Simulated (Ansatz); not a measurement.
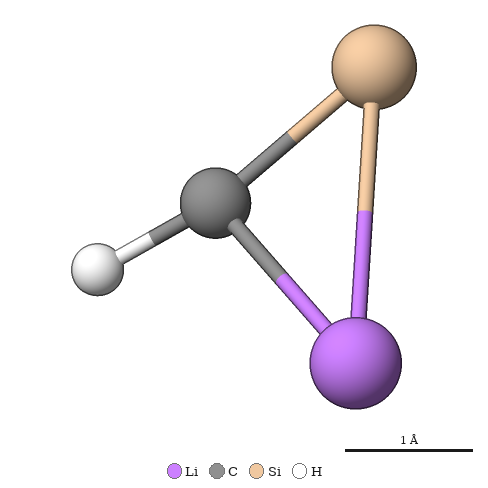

A ball-and-stick model of a molecule.

The computed structure is the end point of a PBE0-D4/def2-TZVP optimisation. No frequency run is at hand to confirm it as a minimum.

Description:

Formula CHLiSi. This geometry has Cs symmetry. All atoms lie on one plane. Coordination, clear cases only: 1 C T-shaped.

The parts below concern this one geometry. Atoms keep their numbers from picture to picture.

**Electronic properties**

No frequency run is at hand to confirm it as a minimum. Method: RKS PBE0-D4/def2-TZVPP (Ansatz 0.2.0).

What does the calculation give?

- HOMO energy (Kohn–Sham orbital): −5.70 eV
- LUMO energy (Kohn–Sham orbital): −1.31 eV
- HOMO–LUMO gap: 4.39 eV

**Dipole moment**

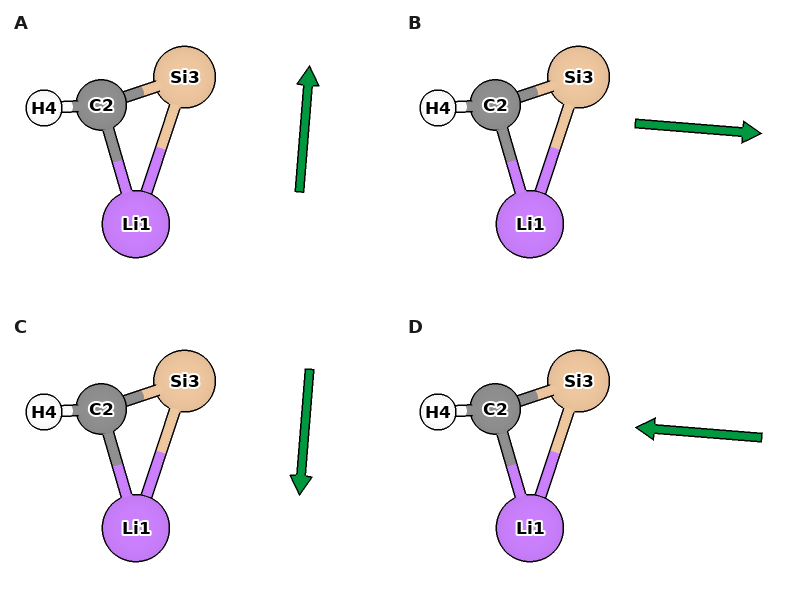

The same molecule four times, each with an arrow. No frequency run is at hand to confirm it as a minimum. Properties computed with RKS PBE0-D4/def2-TZVP (Ansatz 0.2.0).

**Which arrow points along the dipole moment, from the negative to the positive end?**

C. The dipole moment is 6.00 D; it points from the side of Si3 to the side of Li1 (the outermost atoms at the two ends).

**Charges**

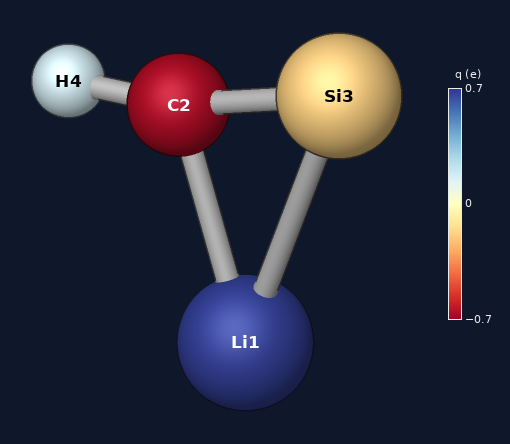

Atoms are coloured by their Mulliken charges. No frequency run is at hand to confirm it as a minimum. Method: RKS PBE0-D4/def2-TZVP (Ansatz 0.2.0).

**Which atom carries the highest charge (most positive or least negative)?**

Li1 (0.67 e).

**And the lowest?**

C2 (−0.66 e).

List the Mulliken charges.

```csv
atom,value (e)
Li1,0.67
C2,−0.66
Si3,−0.18
H4,0.17
```

Mulliken values depend strongly on the basis set and can even reverse the polarity of a bond.
